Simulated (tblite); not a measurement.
**Geometry relaxation, with input and output: C5H14GeN2**

System: C5H14GeN2, SMILES [GeH3][NH]N1CCCCC1.
Method: GFN2-xTB geometry optimisation, gas phase (tblite 0.8.0).

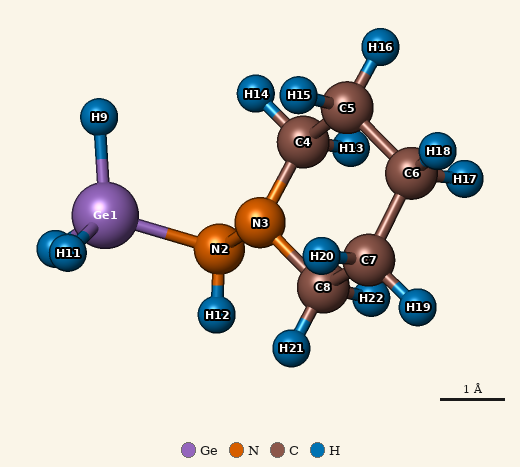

Fig. 1: The starting structure (ball-and-stick view, seen at a tilt; atoms are numbered from 1 in the order of the input). Sticks mark near contacts. Bond lengths as drawn: C–C 1.53 to 1.54 Å, C–H 1.11 to 1.12 Å, C–N 1.46 to 1.48 Å, Ge–H 1.54 to 1.55 Å, Ge–N 1.88 Å, H–N 1.04 Å and N–N 1.41 Å.

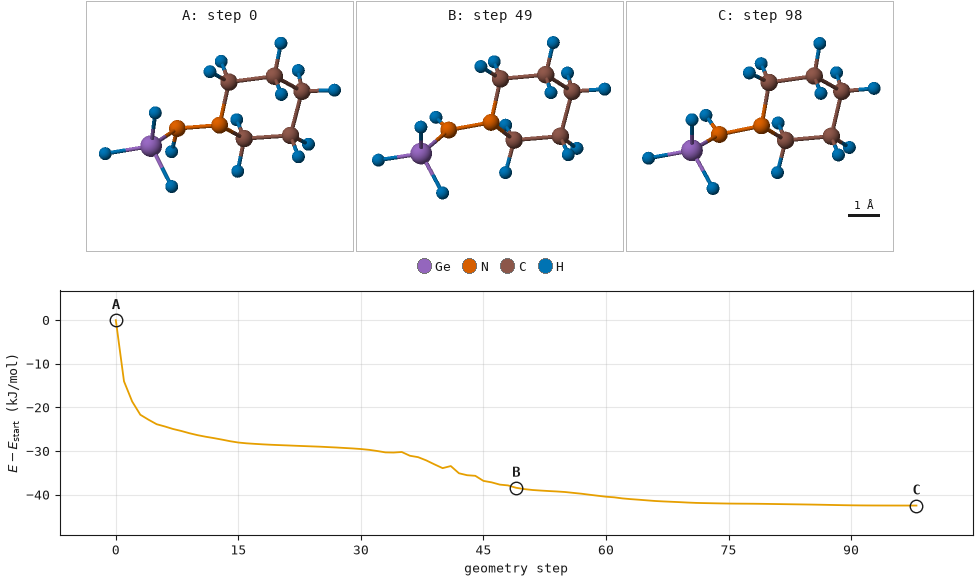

Fig. 2: Frames of the relaxation (ball-and-stick view, seen at a tilt) above the curves, on which the letters mark them (steps are counted from 0).

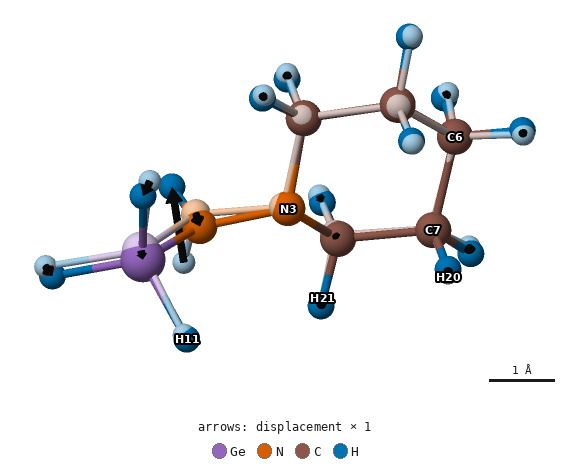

Fig. 3: Start (faint) and end (solid) with the displacements as black arrows, at true length (ball-and-stick view, seen at a tilt). The two geometries are laid on each other by the best rigid fit. The atom that moves furthest after the best rigid fit is H12 (1.20 Å). Largest moves by element: H 1.20 Å, N 0.23 Å, Ge 0.14 Å, C 0.08 Å. Among the contacts that change: Ge1–N2 1.880 → 1.808 Å, Ge1–H11 1.552 → 1.489 Å, Ge1–H9 1.552 → 1.507 Å, Ge1–H10 1.537 → 1.494 Å. Among the angles that change: Ge1–N2–H12 104.3° → 120.9°, Ge1–N2–N3 106.9° → 114.6°, N2–Ge1–H9 110.1° → 115.4°. After 98 geometry steps the energy has fallen by 42.5 kJ/mol. Largest force component: 2.2 eV/Å at the start, 0.007 eV/Å at the end. (Atoms are counted from 1 in the order of the input.)

These pictures come from the run below.

### The input
```
{"job": {"kind": "relax", "xc": "GFN2-xTB", "basis": "xTB"}, "charge": 0, "multiplicity": 1}
Ge     3.202600     0.091800    -0.023300
N      1.684400    -0.727300    -0.771200
N      0.562700    -0.050200    -0.262900
C      0.030100    -0.810300     0.869800
C     -1.177600    -0.108800     1.505800
C     -2.280100     0.090500     0.448900
C     -1.715700     0.798600    -0.790700
C     -0.477100     0.060200    -1.313800
H      3.213900    -0.111200     1.515300
H      4.470400    -0.531000    -0.628000
H      3.154500     1.609000    -0.344500
H      1.791900    -0.584100    -1.790600
H     -0.261900    -1.846100     0.573400
H      0.818800    -0.910900     1.658300
H     -0.862600     0.889300     1.901600
H     -1.575800    -0.712500     2.353100
H     -2.693900    -0.893700     0.163600
H     -3.098000     0.694600     0.886200
H     -2.498200     0.834100    -1.570600
H     -1.432100     1.841900    -0.521000
H     -0.090700     0.643100    -2.175400
H     -0.776200    -0.952300    -1.684900
```

The first line tells a small driver script what to run in tblite; the rest is the geometry in Å.

Launched with:
```bash
OMP_NUM_THREADS=1 python <driver script> task.json out
```

### What the program printed
```
step      E/eV     max force
  0    -696.38898    2.324
  1    -696.53414    0.637
  2    -696.58207    0.458
  3    -696.61354    0.477
  4    -696.62526    0.302
  5    -696.63601    0.228
  6    -696.64134    0.240
  7    -696.64731    0.204
  8    -696.65197    0.166
  9    -696.65733    0.172
 10    -696.66196    0.195
 11    -696.66572    0.150
 12    -696.66898    0.128
 13    -696.67257    0.170
 14    -696.67639    0.161
 15    -696.67948    0.126
 16    -696.68135    0.112
 17    -696.68263    0.100
 18    -696.68380    0.101
 19    -696.68479    0.065
 20    -696.68559    0.057
 21    -696.68633    0.079
 22    -696.68713    0.107
 23    -696.68790    0.101
 24    -696.68864    0.068
 25    -696.68935    0.062
 26    -696.69034    0.098
 27    -696.69127    0.103
 28    -696.69241    0.085
 29    -696.69351    0.081
 30    -696.69490    0.109
 31    -696.69682    0.173
 32    -696.69962    0.192
 33    -696.70287    0.251
 34    -696.70324    0.433
 35    -696.70194    0.733
 36    -696.71089    0.129
 37    -696.71419    0.117
 38    -696.72190    0.796
 39    -696.73129    0.130
 40    -696.74028    0.134
 41    -696.73530    1.093
 42    -696.75243    0.189
 43    -696.75707    0.182
 44    -696.75846    1.013
 45    -696.77055    0.189
 46    -696.77402    0.178
 47    -696.77936    0.200
 48    -696.78127    0.148
 49    -696.78693    0.120
 50    -696.79001    0.104
 51    -696.79214    0.106
 52    -696.79348    0.148
 53    -696.79465    0.099
 54    -696.79567    0.132
 55    -696.79696    0.089
 56    -696.79902    0.095
 57    -696.80100    0.109
 58    -696.80345    0.115
 59    -696.80580    0.152
 60    -696.80809    0.104
 61    -696.80955    0.330
 62    -696.81209    0.087
 63    -696.81380    0.082
 64    -696.81520    0.086
 65    -696.81675    0.085
 66    -696.81824    0.076
 67    -696.81927    0.097
 68    -696.82011    0.112
 69    -696.82098    0.098
 70    -696.82198    0.064
 71    -696.82277    0.054
 72    -696.82325    0.055
 73    -696.82363    0.048
 74    -696.82402    0.043
 75    -696.82434    0.034
 76    -696.82453    0.030
 77    -696.82465    0.030
 78    -696.82478    0.031
 79    -696.82499    0.037
 80    -696.82527    0.044
 81    -696.82557    0.047
 82    -696.82585    0.041
 83    -696.82613    0.041
 84    -696.82641    0.044
 85    -696.82671    0.046
 86    -696.82705    0.049
 87    -696.82743    0.042
 88    -696.82783    0.039
 89    -696.82821    0.030
 90    -696.82851    0.033
 91    -696.82872    0.028
 92    -696.82886    0.028
 93    -696.82894    0.017
 94    -696.82899    0.019
 95    -696.82903    0.014
 96    -696.82906    0.015
 97    -696.82908    0.010
 98    -696.82910    0.008
```

### Trajectory as extended XYZ (Å, eV, eV/Å), 5 of the 99 frames kept, from step=0 to step=98
```
22
Properties=species:S:1:pos:R:3:forces:R:3 step=0 energy=-696.38898
Ge    3.2026    0.0918   -0.0233    0.1580   0.2230   0.1830
N     1.6844   -0.7273   -0.7712    2.0460  -0.5960  -0.7360
N     0.5627   -0.0502   -0.2629   -2.1870   0.7850  -0.0440
C     0.0301   -0.8103    0.8698    0.0450  -0.3480   0.6370
C    -1.1776   -0.1088    1.5058   -0.1040   0.4180  -0.0030
C    -2.2801    0.0905    0.4489   -0.1090   0.0600   0.2690
C    -1.7157    0.7986   -0.7907   -0.0350   0.2030   0.3590
C    -0.4771    0.0602   -1.3138   -0.0830   0.0410   0.0810
H     3.2139   -0.1112    1.5153   -0.0290   0.1070  -0.7310
H     4.4704   -0.5310   -0.6280   -0.3930   0.1670   0.1940
H     3.1545    1.6090   -0.3445    0.0980  -0.5530   0.2590
H     1.7919   -0.5841   -1.7906   -0.4360  -0.1420   0.6170
H    -0.2619   -1.8461    0.5734    0.1330   0.3890  -0.0250
H     0.8188   -0.9109    1.6583   -0.2990   0.1330  -0.7300
H    -0.8626    0.8893    1.9016   -0.1970  -0.7430  -0.2990
H    -1.5758   -0.7125    2.3531    0.3570   0.3650  -0.5350
H    -2.6939   -0.8937    0.1636    0.1680   0.3650   0.0720
H    -3.0980    0.6946    0.8862    0.2870  -0.2950  -0.2300
H    -2.4982    0.8341   -1.5706    0.4260   0.0370   0.2280
H    -1.4321    1.8419   -0.5210   -0.1580  -0.6590  -0.1820
H    -0.0907    0.6431   -2.1754    0.1390  -0.3370   0.4340
H    -0.7762   -0.9523   -1.6849    0.1760   0.3820   0.1830
22
Properties=species:S:1:pos:R:3:forces:R:3 step=24 energy=-696.68864
Ge    3.2166    0.1833   -0.0533    0.0060   0.0170   0.0160
N     1.7377   -0.6278   -0.7222    0.0300  -0.0170   0.0450
N     0.5083   -0.0342   -0.2494   -0.0060   0.0100   0.0210
C     0.0001   -0.8265    0.8587   -0.0080  -0.0230   0.0420
C    -1.1828   -0.1023    1.4875   -0.0230   0.0140  -0.0040
C    -2.2825    0.0790    0.4481   -0.0290  -0.0250  -0.0050
C    -1.7113    0.8041   -0.7649    0.0020   0.0010   0.0160
C    -0.4875    0.0611   -1.2941    0.0080   0.0170  -0.0260
H     3.1614   -0.0956    1.4137    0.0550   0.0200  -0.0040
H     4.3940   -0.4978   -0.6716   -0.0100   0.0100   0.0070
H     3.3039    1.6726   -0.2308   -0.0140  -0.0110  -0.0320
H     1.6965   -0.8484   -1.7068   -0.0460  -0.0290  -0.0240
H    -0.2961   -1.8360    0.5298   -0.0250  -0.0180  -0.0200
H     0.8092   -0.9291    1.5834    0.0500  -0.0100   0.0180
H    -0.8476    0.8772    1.8318    0.0000  -0.0100   0.0330
H    -1.5505   -0.6697    2.3444    0.0110   0.0190  -0.0150
H    -2.6555   -0.9005    0.1428   -0.0370  -0.0370  -0.0120
H    -3.1169    0.6425    0.8683   -0.0050   0.0090  -0.0010
H    -2.4607    0.8804   -1.5555    0.0270   0.0170   0.0140
H    -1.4051    1.8096   -0.4726   -0.0140   0.0140  -0.0170
H    -0.0578    0.6147   -2.1331    0.0440   0.0330  -0.0400
H    -0.7838   -0.9420   -1.6553   -0.0170   0.0000  -0.0120
22
Properties=species:S:1:pos:R:3:forces:R:3 step=49 energy=-696.78693
Ge    3.2596    0.2631   -0.1767   -0.0390   0.0070   0.0360
N     1.7419   -0.5662   -0.6346   -0.0450  -0.0270  -0.0480
N     0.5268   -0.0575   -0.1393   -0.0270  -0.0090  -0.0420
C    -0.0753   -0.9104    0.8732    0.0230   0.0100  -0.0190
C    -1.2644   -0.1745    1.4782    0.0170  -0.0320   0.0020
C    -2.3096    0.0665    0.3955   -0.0220   0.0370   0.0360
C    -1.6675    0.8671   -0.7326    0.0070  -0.0140  -0.0080
C    -0.4031    0.1755   -1.2317   -0.0080  -0.0010  -0.0330
H     3.5112    0.2143    1.3063    0.0230  -0.0080  -0.0110
H     4.3461   -0.4430   -0.9198    0.0170   0.0280   0.0180
H     3.1289    1.6987   -0.5746    0.0300  -0.0090   0.0010
H     1.6732   -1.4655   -1.1016   -0.0090  -0.0300   0.0730
H    -0.4091   -1.8738    0.4433    0.0580   0.0020   0.0200
H     0.6827   -1.1104    1.6357    0.0170  -0.0060  -0.0200
H    -0.9025    0.7806    1.8637   -0.0820  -0.0060   0.0160
H    -1.6872   -0.7484    2.3037    0.0170  -0.0340   0.0030
H    -2.6875   -0.8896    0.0221    0.1110  -0.0020  -0.0460
H    -3.1644    0.6050    0.8027   -0.0320   0.1060   0.0440
H    -2.3670    0.9860   -1.5619    0.0190   0.0190  -0.0120
H    -1.3919    1.8583   -0.3673   -0.0500  -0.0280   0.0310
H     0.1103    0.8166   -1.9533   -0.0120  -0.0370  -0.0510
H    -0.6616   -0.7779   -1.7321   -0.0140   0.0340   0.0120
22
Properties=species:S:1:pos:R:3:forces:R:3 step=74 energy=-696.82402
Ge    3.2366    0.2384   -0.1291    0.0110   0.0070  -0.0200
N     1.7246   -0.5191   -0.7568   -0.0040  -0.0240  -0.0260
N     0.5161   -0.0137   -0.2264   -0.0090  -0.0220   0.0020
C    -0.0131   -0.8458    0.8392   -0.0130   0.0000   0.0170
C    -1.2419   -0.1886    1.4611    0.0090   0.0040   0.0190
C    -2.3006    0.0767    0.3959    0.0000  -0.0040   0.0080
C    -1.6780    0.8916   -0.7314    0.0080   0.0030  -0.0180
C    -0.4667    0.1515   -1.2844    0.0160   0.0050   0.0000
H     3.4483    0.1145    1.3562    0.0000   0.0060   0.0190
H     4.3632   -0.4354   -0.8433   -0.0030   0.0020   0.0020
H     3.1419    1.6845   -0.4817   -0.0080  -0.0280   0.0280
H     1.6765   -1.5087   -0.9955    0.0060   0.0110   0.0200
H    -0.2781   -1.8528    0.4602    0.0110   0.0230   0.0040
H     0.7729   -0.9598    1.5937   -0.0020  -0.0110  -0.0180
H    -0.9414    0.7558    1.9168    0.0130   0.0170  -0.0180
H    -1.6419   -0.8337    2.2458    0.0150  -0.0100  -0.0040
H    -2.6690   -0.8727    0.0000   -0.0020  -0.0160  -0.0090
H    -3.1476    0.6092    0.8306   -0.0080   0.0150   0.0120
H    -2.3995    1.0681   -1.5296   -0.0260  -0.0200  -0.0150
H    -1.3481    1.8570   -0.3453   -0.0060   0.0040   0.0070
H     0.0111    0.7261   -2.0810   -0.0190  -0.0020  -0.0060
H    -0.7755   -0.8282   -1.6960    0.0090   0.0420  -0.0030
22
Properties=species:S:1:pos:R:3:forces:R:3 step=98 energy=-696.82910
Ge    3.2223    0.2113   -0.0864   -0.0010  -0.0040  -0.0010
N     1.7223   -0.5004   -0.8033    0.0010  -0.0030   0.0030
N     0.5149   -0.0012   -0.2604    0.0000   0.0020  -0.0010
C     0.0054   -0.8304    0.8161    0.0020   0.0020  -0.0010
C    -1.2010   -0.1570    1.4596    0.0020  -0.0020   0.0000
C    -2.2890    0.0704    0.4155   -0.0010  -0.0030   0.0010
C    -1.7058    0.8712   -0.7438   -0.0020   0.0000   0.0000
C    -0.4816    0.1578   -1.3064   -0.0010   0.0010   0.0020
H     3.3862    0.0126    1.3987    0.0040  -0.0020  -0.0010
H     4.3700   -0.4322   -0.7935    0.0020   0.0040  -0.0050
H     3.1367    1.6720   -0.3610   -0.0020  -0.0030   0.0050
H     1.6721   -1.4918   -1.0359    0.0010  -0.0020  -0.0030
H    -0.2757   -1.8353    0.4456   -0.0030   0.0060  -0.0040
H     0.8083   -0.9515    1.5511   -0.0010   0.0040   0.0020
H    -0.8850    0.8035    1.8694   -0.0040  -0.0030   0.0030
H    -1.5734   -0.7774    2.2766    0.0010   0.0010   0.0020
H    -2.6525   -0.8932    0.0493    0.0000  -0.0040  -0.0020
H    -3.1330    0.6017    0.8585    0.0000   0.0040  -0.0010
H    -2.4475    1.0013   -1.5334   -0.0010   0.0010  -0.0040
H    -1.4032    1.8566   -0.3869    0.0010   0.0010  -0.0030
H    -0.0246    0.7483   -2.1036   -0.0010  -0.0030   0.0030
H    -0.7764   -0.8215   -1.7267    0.0040   0.0000   0.0070
```

### Key numbers

| quantity | value |
| --- | --- |
| outcome | converged |
| total energy | −696.8291 eV |
| hardware | 1 CPU thread, shared host |
| wall time | 0.78 s |
| peak memory | 0.18 GiB |
